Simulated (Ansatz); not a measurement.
# RbGdO2 (NaFeO2 type): which electronic and magnetic state is lowest, part 1 of 2

Which start takes RbGdO2 (NaFeO2 type) lowest in energy?

Computed with Ansatz 0.2.0 (DFT LDA+U (U_eff = 6 eV on Gd 4f), scalar-relativistic, plane waves, PAW, unless a step's input says otherwise).

3 further runs of the same task are left out: 1 that didn't finish, 2 set aside as unsound or not needed.

## 1. The structure to begin with

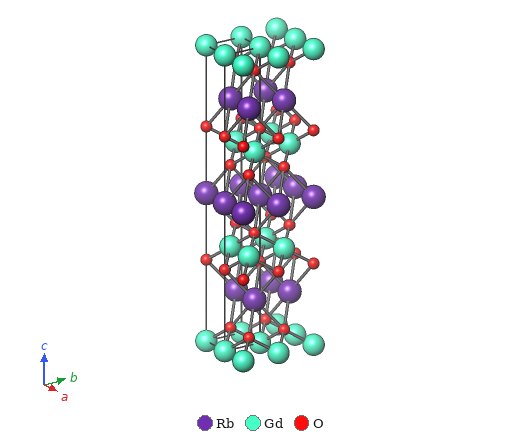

The starting structure, seen slightly off an axis (rubidium purple, gadolinium teal, oxygen red). 2×2×1 cells are drawn. Atoms on the faces are drawn again on the opposite ones. The cell drawn here is the conventional one.

Coordinates:

```cif
data_structure
_symmetry_space_group_name_H-M 'R-3m:H'
_symmetry_Int_Tables_number 166
_cell_length_a 3.5445
_cell_length_b 3.5445
_cell_length_c 19.6191
_cell_angle_alpha 90.000
_cell_angle_beta 90.000
_cell_angle_gamma 120.000
_cell_volume 213.46
loop_
_atom_site_label
_atom_site_type_symbol
_atom_site_symmetry_multiplicity
_atom_site_Wyckoff_symbol
_atom_site_fract_x
_atom_site_fract_y
_atom_site_fract_z
_atom_site_occupancy
Rb1 Rb 3 b 0.66667 0.33333 0.83333 1
Gd1 Gd 3 a 0.00000 0.00000 0.00000 1
O1 O 6 c 0.33333 0.66667 0.94148 1
```

Origin of the cell: volume kept, shape and atoms relaxed. An earlier run on this cell at LDA+U (U_eff = 6 eV on Gd 4f) gave -4.69 GPa at 17.788 Å³/atom (8×8×8 mesh), mesh gap 3.05 eV, moments in the atoms' spheres Gd 6.86 μB. The cell is stretched at this level.

## 2. No spin polarisation

input.yaml reads:

```yaml
crystal:
  lattice:
    - [1.7722311421, 1.023198127, 6.5397056741]
    - [-1.7722311421, 1.023198127, 6.5397056741]
    - [0.0, -2.046396254, 6.5397056741]
  atoms:
    - { symbol: Rb, position: [0.5, 0.5, 0.5] }
    - { symbol: Gd, position: [0.0, 0.0, 0.0] }
    - { symbol: O, position: [0.2748089128, 0.2748089128, 0.2748089128] }
    - { symbol: O, position: [0.7251910872, 0.7251910872, 0.7251910872] }
basis:
  ecutwfc: 420
  ecutrho_ratio: 4
kpoints:
  mp_grid: { grid: [8, 8, 8] }
hamiltonian:
  xc: lda
  hubbard: { sites: [{ species: Gd, l: f, u_eff: 6.0 }] }
scf:
  occupations: { method: gaussian, width: 0.05 }
output:
  forces: true
  stress: true
  eigenvalues: true
  populations: true
  hubbard: { sites: [{ species: Gd, l: f }] }
```

Launch:

```
$ ansatz run input.yaml --threads 4 --pin off --max-ram 9216MiB --backend cpu --events-out ev --progress --plain --runs-dir out
```

Log (excerpt; [...] marks lines left out):

```text
Warning: RAYON_NUM_THREADS=4 ignored (pool sized by the plan → 4); use --threads N
[...]
Rb: projections on atomic orbitals take those of the free atom [Ar 3d10] 4s2 4p6 5s1, of charge +0.00 (hamiltonian.pseudopotentials.projection_atoms); the dataset's partial waves leave at most 2.5e-6 of an orbital's norm unspanned inside its sphere
Gd: projections on atomic orbitals take those of the free atom [Kr 4d10] 4f7 5s2 5p6 5d1 6s2, of charge +0.00 (hamiltonian.pseudopotentials.projection_atoms); the dataset's partial waves leave at most 2.5e-4 of an orbital's norm unspanned inside its sphere
O: projections on atomic orbitals take those of the free atom [He] 2s2 2p4, of charge +0.00 (hamiltonian.pseudopotentials.projection_atoms); the dataset's partial waves leave at most 1.9e-8 of an orbital's norm unspanned inside its sphere
band count auto-derived: 26, from the close of a first SCF at 24 (N_el = 39.0; filled up to band 20; 24 by the electrons, moments and atoms)
[...]
Pseudopotentials: kind: paw
Pseudopotential: Rb, paw, valence charge 9, recommended cutoff 420 eV (normal), Rb.paw.azcp
Pseudopotential: Gd, paw, valence charge 18, recommended cutoff 420 eV (normal), Gd.paw.azcp
Pseudopotential: O, paw, valence charge 6, recommended cutoff 420 eV (normal), O.paw.azcp
Functional definition: SPW92
[...]
Crystal: 4 atoms, lattice volume = 71.152 Å³
Basis set: ecut = 420 eV, 1389 PW (Γ), FFT grids on a1−a3, a2−a3, a3
[...]
--- Band table (eV; the first three rows and the last of 65) ---
[... band rows left out ...]
[...]
SCF iter   2: F=-13403.579788 eV  HF=-13403.579788 eV  |F-HF|=2.05e-8  |Δ(HF+E_count)|=   4.63e-8  Δρ=4.56e-6  dr2=1.08e-8  ethr=5.61e-11  ⟨swp⟩=8.5  Hψ=9554  notcnv=0
[...]
SCF converged after 31 iterations (29 of them on 24 bands)
Free energy (F): -13403.579788 eV
[...]
E sigma→0 (E₀):  -13403.576023 eV
Entropy (-TS):   -0.007530 eV (-1.883 meV/atom)
Fermi energy:    9.317458 eV
[...]
--- Forces (eV/Å), atoms counted from 1 ---
  atom   1  Rb     0.00000000     0.00000000     0.00000000
  atom   2  Gd    -0.00000000     0.00000000    -0.00000000
  atom   3  O      0.00000000    -0.00000000    -0.04087970
  atom   4  O     -0.00000000     0.00000000     0.04087970
[...]
--- Stress (GPa, compression-positive) ---
       -5.372761       0.000000      -0.000000
        0.000000      -5.372761       0.000000
       -0.000000       0.000000      -4.989400
  P = ⅓ Tr σ = -5.2450 GPa (-52.450 kbar)
--- Band table (eV; the first three rows and the last of 65) ---
[...]
Occupation matrices written to <dir>
--- Löwdin populations: 4 sites ---
  site symbol       q [e]
     0     Rb      8.1440
     1     Gd     17.2426
     2      O      6.7246
     3      O      6.7246
  spilling = 0.004210 (of n_electrons = 39.000000)
--- Occupation matrices: 1 shell (run DFT+U table (all-electron-ortho-atomic); ε = 3.96e-3) ---
  Gd1 f_4F: site group D3d (-3m)
  Gd1 f_4F -      Tr n = 3.6311  λ = 0.004 0.016 0.016 0.601 0.998 0.998 0.998  [y(3x2-y2) 0.75 A2u(1.00) | 2× z(x2-y2) 0.31 Eu(1.00) | z3 0.75 A2u(1.00) | 3× x(x2-3y2) 0.33 Eu(0.67)]
  Tr n, λ and their labels are of the run-group-symmetrised matrices; stabiliser: 24 of 24 elements of G0×{1,Θ} (closed), max defect 3.9e-15 at τ = 8.4e-4
```

It took 8.8 s on 4 threads of Arm Neoverse V1, shared host; peak memory 0.53 GiB.

This gives: volume 17.788 Å³/atom, pressure -5.24 GPa, metallic.

## 3. Seeding on a coarse mesh: small parallel starting moments

Edit input.yaml of step 2 so:

```diff
@@ -7,3 +7,3 @@
     - { symbol: Rb, position: [0.5, 0.5, 0.5] }
-    - { symbol: Gd, position: [0.0, 0.0, 0.0] }
+    - { symbol: Gd, position: [0.0, 0.0, 0.0], spin: 0.5 }
     - { symbol: O, position: [0.2748089128, 0.2748089128, 0.2748089128] }
@@ -14,3 +14,3 @@
 kpoints:
-  mp_grid: { grid: [8, 8, 8] }
+  mp_grid: { grid: [5, 5, 5] }
 hamiltonian:
@@ -26 +26,3 @@
   hubbard: { sites: [{ species: Gd, l: f }] }
+magnetization:
+  spin_polarized: true
```

Launch:

```
$ ansatz run input.yaml --threads 4 --pin off --max-ram 9216MiB --backend cpu --events-out ev --progress --plain --runs-dir out
```

Log:

```text
Warning: where an SCF of this run starts from atoms to list the orders of its open shells, Gd (site 1, from 0) starts with 6.64 μB on its 4f shell, in the place of the 0.50 μB that the deck gives it: an open f shell starts with all that it can hold by Hund's first rule. To start from spheres of the given moment, type scf.initial_density.shell_occupations: []
Warning: RAYON_NUM_THREADS=4 ignored (pool sized by the plan → 4); use --threads N
basis.fft_grid_basis auto: the FFT boxes are laid along the combinations [[1, 0, -1], [0, 1, -1], [0, 0, 1]] of the cell's own vectors, 3.544, 3.544 and 6.852 Å long. The dense box has 24×24×48 points. Along the cell's own vectors, as sized, it would have 48×48×48, 4.00 times as many. Of the 12 symmetry operations that the crystal satisfies within crystal.symmetry.tolerance (time reversal apart; of a slab, those that keep its plane) the dense box along the cell's own vectors carries 12, and the one as laid loses 8 of those. basis.fft_grid_basis: typed keeps the cell's own vectors: state it where this run's energies or levels are differenced outside the engine with another run's, or held beside a run that keeps those vectors.
Rb: projections on atomic orbitals take those of the free atom [Ar 3d10] 4s2 4p6 5s1, of charge +0.00 (hamiltonian.pseudopotentials.projection_atoms); the dataset's partial waves leave at most 2.5e-6 of an orbital's norm unspanned inside its sphere
Gd: projections on atomic orbitals take those of the free atom [Kr 4d10] 4f7 5s2 5p6 5d1 6s2, of charge +0.00 (hamiltonian.pseudopotentials.projection_atoms); the dataset's partial waves leave at most 2.5e-4 of an orbital's norm unspanned inside its sphere
O: projections on atomic orbitals take those of the free atom [He] 2s2 2p4, of charge +0.00 (hamiltonian.pseudopotentials.projection_atoms); the dataset's partial waves leave at most 1.9e-8 of an orbital's norm unspanned inside its sphere
band count auto-derived: 26 (N_el = 39.0; filled up to band 20; 24 by the electrons, moments and atoms)
Engine: ansatz 0.2.0, aarch64-unknown-linux-gnu
[... 5 set-up lines as earlier in the session ...]
  exchange = slater_x
  correlation = pw_c
Crystal: 4 atoms, lattice volume = 71.152 Å³
Basis set: ecut = 420 eV, 1389 PW (Γ), FFT grids on a1−a3, a2−a3, a3
Bands: 26, of which v1, the nominal top of the filled ones, is band 20 counted from 1 (19 counted from 0)
Symmetry: 12 space group operations
Space group: R-3m (ITA 166), of the structure as read, at distance tolerance 4.1e-5 Å
Magnetic group: BNS 166.97 (UNI 1327), of the structure as read, at distance tolerance 4.1e-5 Å
k-points: 19 of 125
Non-local potential: Rb, projectors of the file, l = 0: 3, l = 1: 2, l = 2: 2
Non-local potential: Gd, projectors of the file, l = 0: 3, l = 1: 2, l = 2: 2, l = 3: 3
Non-local potential: O, projectors of the file, l = 0: 2, l = 1: 2, l = 2: 1
PAW form: soft (Blöchl's): semilocal exchange-correlation on the pseudo side does not see the compensation charge
PAW frozen core: Rb, regenerated for the run's functional, and the local potential with it (the file was generated under x = pbe(κ = 0.804, μ = 0.2195149727645171), c = pbe(β = 0.06672455060314922))
PAW frozen core: Gd, regenerated for the run's functional, and the local potential with it (the file was generated under x = pbe(κ = 0.804, μ = 0.2195149727645171), c = pbe(β = 0.06672455060314922))
PAW frozen core: O, regenerated for the run's functional, and the local potential with it (the file was generated under x = pbe(κ = 0.804, μ = 0.2195149727645171), c = pbe(β = 0.06672455060314922))
PAW one-centre angular grid: Rb, 110 points (default); XC on 64 Gauss nodes
PAW one-centre angular grid: Gd, 590 points (default); XC on 64 Gauss nodes
PAW one-centre angular grid: O, 110 points (default); XC on 64 Gauss nodes
Initial density: superposition of atomic densities (chi_scale 0.1, normalization cell, long waves kept (reshape's long-wave potential 0.15 eV rms))
Starting moments: Σ|m| = 0.5 μB on 1 of 4 sites
Initial wavefunctions: pseudopotential atomic-orbital guess
Functional: x = slater, c = lda
SCF iter   1: F=—  HF=-13405.907864 eV  |F-HF|=—  |Δ(HF+E_count)|=         —  Δρ=5.17e-2 (↑5.17e-2 ↓4.88e-2)  dr2=5.67e0  dr2_m=1.81e-1  M=7.000 μB ∫|m|=7.000 μB  β_m=0.30  ethr=3.10e-3  ⟨swp⟩=6.1  Hψ=4409  notcnv=0
Mixer restart at iter 1: flushing history
preconditioner: auto → Resta (q_TF=auto, 2.468 Å⁻¹)  ε∞=6.3  [insulator: Δε(μ)=1.104 eV  Ē_g=11.267 eV  σ=0.050 eV  W_gap=1.00  n_scr=22 (ndim 8)  ℏωp=26.0 eV  f_vac=0.000  D(μ)=0.00/eV (n_scr^D=0)  ε∞_Penn≈6.3]
spin=Collinear: Resta preconditioning applied to the charge; magnetization (m = ρ↑ − ρ↓) channel mixes plain (no charge-response kernel on spin).
SCF iter   2: F=—  HF=-13409.000663 eV  |F-HF|=—  |Δ(HF+E_count)|=    3.09e0  Δρ=2.14e-2 (↑2.06e-2 ↓2.14e-2)  dr2=4.85e-1  dr2_m=1.55e-1  M=7.000 μB ∫|m|=7.000 μB  β_m=0.49  ethr=3.10e-3  ⟨swp⟩=3.0  Hψ=2250  notcnv=0  defer=34
SCF iter   3: F=—  HF=-13413.150301 eV  |F-HF|=—  |Δ(HF+E_count)|=    4.15e0  Δρ=1.54e-2 (↑1.54e-2 ↓1.42e-2)  dr2=2.40e-1  dr2_m=6.18e-2  M=7.000 μB ∫|m|=7.012 μB  β_m=0.55  ethr=1.24e-3  ⟨swp⟩=2.6  Hψ=1901  notcnv=0  defer=34
SCF iter   4: F=—  HF=-13413.777046 eV  |F-HF|=—  |Δ(HF+E_count)|=   6.27e-1  Δρ=4.07e-3 (↑2.86e-3 ↓4.07e-3)  dr2=1.76e-2  dr2_m=3.72e-3  M=7.000 μB ∫|m|=7.077 μB  β_m=0.70  ethr=6.16e-4  ⟨swp⟩=4.0  Hψ=2326  notcnv=0  defer=35
SCF iter   5: F=—  HF=-13413.794266 eV  |F-HF|=—  |Δ(HF+E_count)|=   1.72e-2  Δρ=2.14e-3 (↑7.40e-4 ↓2.14e-3)  dr2=6.58e-3  dr2_m=5.40e-4  M=7.000 μB ∫|m|=7.099 μB  β_m=0.85  ethr=4.50e-5  ⟨swp⟩=2.6  Hψ=1661  notcnv=0  defer=36
SCF iter   6: F=—  HF=-13413.795552 eV  |F-HF|=—  |Δ(HF+E_count)|=   1.29e-3  Δρ=4.70e-4 (↑4.70e-4 ↓4.15e-4)  dr2=3.60e-4  dr2_m=9.96e-6  M=7.000 μB ∫|m|=7.114 μB  β_m=0.76  ethr=1.69e-5  ⟨swp⟩=2.5  Hψ=2008  notcnv=0  defer=39
SCF iter   7: F=—  HF=-13413.795457 eV  |F-HF|=—  |Δ(HF+E_count)|=   9.46e-5  Δρ=1.40e-4 (↑1.40e-4 ↓1.18e-4)  dr2=6.05e-5  dr2_m=2.20e-6  M=7.000 μB ∫|m|=7.114 μB  β_m=0.85  ethr=9.24e-7  ⟨swp⟩=2.1  Hψ=2034  notcnv=0  defer=39
SCF iter   8: F=—  HF=-13413.795457 eV  |F-HF|=—  |Δ(HF+E_count)|=   4.67e-7  Δρ=6.61e-5 (↑4.00e-5 ↓6.61e-5)  dr2=9.36e-6  dr2_m=6.10e-7  M=7.000 μB ∫|m|=7.114 μB  β_m=0.90  ethr=1.55e-7  ⟨swp⟩=2.0  Hψ=1717  notcnv=0  defer=39
SCF iter   9: F=—  HF=-13413.795460 eV  |F-HF|=—  |Δ(HF+E_count)|=   2.69e-6  Δρ=4.51e-5 (↑1.35e-5 ↓4.51e-5)  dr2=2.47e-6  dr2_m=3.01e-7  M=7.000 μB ∫|m|=7.115 μB  β_m=0.95  ethr=2.40e-8  ⟨swp⟩=2.2  Hψ=1225  notcnv=0  defer=39
SCF iter  10: F=—  HF=-13413.795462 eV  |F-HF|=—  |Δ(HF+E_count)|=   1.68e-6  Δρ=1.00e-5 (↑1.59e-6 ↓1.00e-5)  dr2=9.59e-8  dr2_m=1.57e-8  M=7.000 μB ∫|m|=7.115 μB  β_m=0.98  ethr=6.33e-9  ⟨swp⟩=2.1  Hψ=1618  notcnv=0  defer=39
SCF iter  11: F=-13413.795462 eV  HF=-13413.795462 eV  |F-HF|=1.67e-10  |Δ(HF+E_count)|=   1.02e-7  Δρ=8.66e-7 (↑5.21e-7 ↓8.66e-7)  dr2=1.04e-9  dr2_m=7.90e-11  M=7.000 μB ∫|m|=7.115 μB  ethr=2.46e-10  ⟨swp⟩=6.7  Hψ=4454  notcnv=0
SCF 1 converged in 11 iterations: F = -13413.795462 eV  dr2 = 1.04e-9
SCF converged after 11 iterations
Magnetization: 7.0000 μB (23.0000 up, 16.0000 down)
Absolute magnetization: 7.1145 μB (∫|ρ↑−ρ↓|, with the PAW one-centre terms)
Spin contamination: 0.0078 ħ² per cell (⟨S²⟩ above its minimum at these occupations)
Per-site moments (μB) at R_I (Å): [(0.001215897486289139, 1.2159419159950677), (6.861155550532134, 0.9679341307384961), (-0.025298041313695077, 0.9679341307384963), (-0.02529804131369561, 0.9679341307384961)]
Free energy (F): -13413.795462 eV
Harris-Foulkes:  -13413.795462 eV  (|F-HF|=1.67e-10)
Internal energy: -13413.795462 eV  (E = F + TS)
E sigma→0 (E₀):  -13413.795462 eV
Fermi energy:    10.057846 eV
--- Per-component energies (eV) ---
  E_band       = -84.579159
  E_kinetic    = 947.592926
  E_local      = -3815.675249  (includes V_loc(G=0)·N_el)
  E_nonlocal   = 569.832171
  E_hartree    = 1517.145161
  E_xc         = -508.944387
  E_vxc        = -579.892635  (∫ρ·V_xc dr)
  E_hubbard    = 0.169320  (on-site DFT+U / exact-exchange correction)
  E_vhub       = -20.806793  (the Hubbard potential's part of the band-sum identity)
  E_paw        = -9061.769965  (= ΣΔE_a)
  E_vpaw       = -219.923733  (= ΣTr[D̂ρ^β])
  E_aug_tail   = 0.004948  (compensation charges beyond the density's cutoff)
  E_ewald      = -3063.894521
  E_core_change = 1.744135  (= ΣΔE_core)
  E_smearing   = -0.000000  (= −TS)
  E_closure    = -0.000000  (closes the sum)
  Σ components = -13413.795462   (vs F -13413.795462, Δ=0.00e0)
--- Forces (eV/Å), atoms counted from 1 ---
  atom   1  Rb     0.00000000     0.00000000     0.00000000
  atom   2  Gd    -0.00000000     0.00000000     0.00000000
  atom   3  O      0.00000000    -0.00000000    -0.00783268
  atom   4  O     -0.00000000     0.00000000     0.00783268
  max |Σ_I F_I| component: 2.31e-18 eV/Å
--- Stress (GPa, compression-positive) ---
       -4.665196       0.000000      -0.000000
        0.000000      -4.665196       0.000000
       -0.000000       0.000000      -4.728765
  P = ⅓ Tr σ = -4.6864 GPa (-46.864 kbar)
--- Band table (eV; the first three rows and the last of 38) ---
  k-point 0 ↑: bands = ["-33.8801", "-17.3226", "-11.8651", "-10.9961", "-10.9961", "-6.9698", "-5.9720", "-1.2127", "-0.7227", "-0.7227", "3.3908", "3.3908", "3.4468", "3.5227", "3.5345", "3.5345", "3.6545", "5.7040", "6.2765", "6.2765", "8.2948", "8.4685", "8.4685", "11.6466", "13.4858", "13.8845"]
  k-point 1 ↑: bands = ["-33.8581", "-17.2490", "-11.7371", "-11.4759", "-11.0619", "-6.5354", "-6.1733", "-1.2962", "-1.1853", "-0.8510", "3.4162", "3.4325", "3.4728", "3.4778", "3.5174", "3.5284", "3.5926", "6.1729", "6.5515", "6.5750", "7.4679", "8.1705", "8.2503", "12.8247", "13.3022", "14.3654"]
  k-point 2 ↑: bands = ["-33.8221", "-17.1257", "-12.1352", "-11.4549", "-11.1662", "-6.7827", "-5.7405", "-2.0881", "-1.1388", "-1.0480", "3.4036", "3.4830", "3.4849", "3.5028", "3.5385", "3.5583", "3.5728", "5.9912", "6.8022", "6.8153", "7.4498", "7.9731", "8.0090", "12.7468", "13.0293", "14.5537"]
  k-point 18 ↓: bands = ["-30.9556", "-17.2487", "-9.9297", "-9.6113", "-8.8890", "-6.2948", "-5.7570", "-1.2928", "-1.1676", "-0.8480", "6.2015", "6.4786", "6.6372", "7.5739", "7.9261", "7.9471", "12.7858", "13.7229", "13.9934", "14.4561", "14.5144", "14.5785", "14.5797", "14.7233", "14.7576", "15.0132"]
Occupation matrices written to <dir>
--- Löwdin populations: 4 sites ---
  site symbol       q [e]    m [muB]
     0     Rb      8.1471     0.0015
     1     Gd     17.1267     7.0310
     2      O      6.7780    -0.0195
     3      O      6.7780    -0.0195
  spilling = 0.004364 (of n_electrons = 39.000000)
--- Occupation matrices: 1 shell (run DFT+U table (all-electron-ortho-atomic); ε = 1.96e-4) ---
  Gd1 f_4F: site group D3d (-3m)
  Gd1 f_4F up     Tr n = 6.9957  λ = 0.999 0.999 0.999 0.999 1.000 1.000 1.000  [2× z(x2-y2) 0.44 Eu(1.00) | y(3x2-y2) 0.57 A2u(1.00) | 4× x(x2-3y2) 0.25 Eu(0.50)]
  Gd1 f_4F dn     Tr n = 0.0528  λ = 0.000 0.004 0.004 0.005 0.011 0.011 0.017  [z3 0.63 A2u(1.00) | 2× xz2 0.46 Eu(1.00) | x(x2-3y2) 1.00 A1u(1.00) | 2× z(x2-y2) 0.46 Eu(1.00) | y(3x2-y2) 0.63 A2u(1.00)]
  Tr n, λ and their labels are of the run-group-symmetrised matrices; stabiliser: 12 of 24 elements of G0×{1,Θ} (closed), max defect 4.0e-15 at τ = 4.1e-5
```

It took 2.8 s on 4 threads of Arm Neoverse V1, shared host; peak memory 0.45 GiB.

This gives: volume 17.788 Å³/atom, pressure -4.69 GPa, mesh gap 3.18 eV, moments in the atoms' spheres Gd 6.86 μB.

The typed moments are small, but the first cycle already holds 7.0 μB per cell: the program filled the open shells as in the free atom, so this is no test of a weak start.

(Continued in part 2 of 2.)
